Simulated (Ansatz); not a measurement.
Mg₂AlCoC₆N₆, 64 atoms, a = 10.11 Å, b = 10.11 Å, c = 10.11 Å, α = 90.00°, β = 90.00°, γ = 90.00°.

Space group Fm-3m; a structure generated by program, which may or may not match a known phase; computed without spin polarisation.

All numbers below come from DFT PBE, scalar-relativistic, plane waves, PAW in Ansatz.

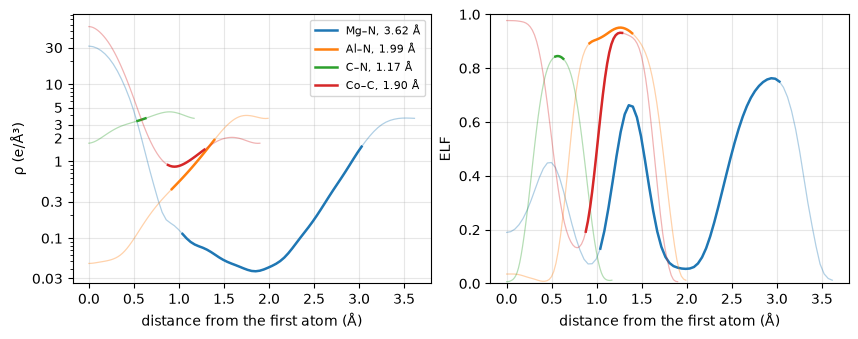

Mg₂AlCoC₆N₆. Valence charge density (pseudo) and electron localisation function along straight lines between neighbouring atoms. Thin, pale parts lie inside the atomic spheres.

Core electrons are frozen (PAW), and the valence fields are smoothed inside the atomic spheres.

Q: Compare the contacts.

A: Mg–N (3.62 Å): the density is about 0.04 e/Å³ at the midpoint; the ELF is about 0.10 at the midpoint; no shared electron pair shows on this line.
Al–N (1.99 Å): ρ at the midpoint is about 0.53 e/Å³; the ELF peaks at about 0.95 in the valence shell of N, 0.7 Å from its nucleus, and is about 0.90 at the midpoint.
C–N (1.17 Å): the density is about 3.5 e/Å³ at the midpoint; the ELF peaks at about 0.85 between the atoms (inside overlapping PAW spheres, so only a guide): a multiple bond.
Co–C (1.90 Å): ρ at the midpoint is about 0.85 e/Å³; the ELF peaks at about 0.95 in the valence shell of C, 0.6 Å from its nucleus, and is about 0.35 at the midpoint.
